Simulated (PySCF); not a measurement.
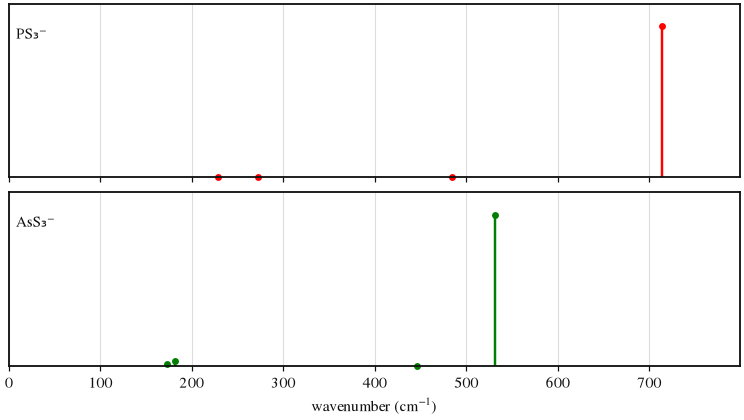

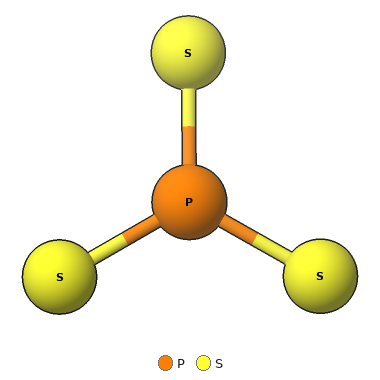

Harmonic infrared lines of PS₃⁻ and AsS₃⁻, all D3h singlets, each the lowest point that its search found (PS₃⁻ is drawn); the central atom changes down one group of the periodic table. PBE0/def2-SVPD, PySCF 2.14.0, unscaled, no spin-orbit coupling; each panel is scaled to its strongest line, degenerate modes are one line with their intensities summed, and dots on the axis are modes too weak to show or inactive.

### How do the bond length and the stretches change along the series?

Mean bond length: PS₃⁻ 1.965, AsS₃⁻ 2.078 Å, rising down the group. Highest e' mode: PS₃⁻ 714, AsS₃⁻ 531 cm⁻¹, falling down the group.

Caveats, for all or some of the runs: double-zeta basis on some or all atoms; no scalar relativity.
